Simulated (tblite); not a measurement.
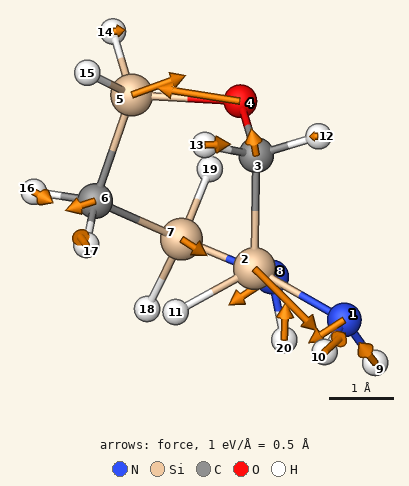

Starting geometry of C₂H₁₂N₂OSi₃ with the computed forces as orange arrows. A ball-and-stick model, seen from a free direction.

The calculation used GFN2-xTB geometry optimisation, gas phase in tblite. 

**What follows when this structure is relaxed?**

It isn't relaxed: the largest force vector, on Si2, is 2.83 eV/Å. The final displacements follow the starting forces only in part (cosine between the two patterns 0.33). After 80 geometry steps the energy has fallen by 26.2 kcal/mol. The atom that moves furthest after the best rigid fit is H10 (0.95 Å). By element the largest moves are H 0.95 Å, O 0.49 Å, N 0.41 Å, C 0.30 Å, Si 0.17 Å. Among the contacts that change: O4–Si5 1.731 → 1.610 Å, N1–Si2 1.802 → 1.726 Å, Si7–N8 1.797 → 1.738 Å, Si2–C3 1.854 → 1.912 Å. Bond angles that change, for instance: C3–O4–Si5 110.4° → 132.1°, Si2–N8–Si7 111.8° → 129.8°, O4–Si5–H14 111.3° → 98.0°. Groups turn about N1–Si2 by about 45°, C3–O4 by about 30°. The run took 0.85 s on 1 thread of Arm Neoverse V1, with other jobs on the host.
